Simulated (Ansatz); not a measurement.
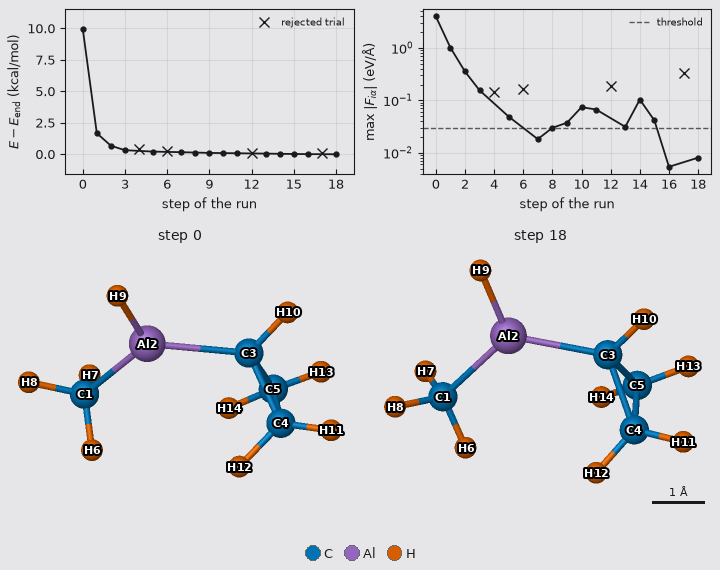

First and last geometry of a relaxation of C$_{4}$H$_{9}$Al (coarse preliminary run), with the history of the run. Style: ball-and-stick. Shown from a free direction.

The start comes from a force field.

The calculation used Ansatz, RKS PBE-D4/def2-SVP. Set-up: force threshold 0.03 eV/Å; at most 200 steps.

Q: What do the curves and the structures tell?

A: It converged. After 14 accepted moves (18 points after the start) the energy has fallen by 9.97 kcal/mol. Largest force component: 4 eV/Å at the start, 0.0081 eV/Å at the end. The line search rejected the trial steps at points 4, 6, 12, 17 of the run. The forces were under the threshold at step 7, but the run went on from there. The atom that moves furthest after the best rigid fit is H9 (0.70 Å). Largest moves by element: H 0.70 Å, C 0.19 Å, Al 0.18 Å. Some distances before and after: C3–H10 1.157 → 1.105 Å, C3–C4 1.488 → 1.535 Å, C4–H11 1.056 → 1.102 Å, C1–Al2 1.931 → 1.970 Å. Among the angles between lasting bonds that change: H13–C5–H14 122.2° → 113.4°, C5–C4–H12 110.8° → 118.4°, C3–C4–H12 111.8° → 118.9°. Groups turn about C1–Al2 by about 40°, Al2–C3 by about 25°. The run took 26 s on 4 threads of Arm Neoverse V1, with other jobs on the host.
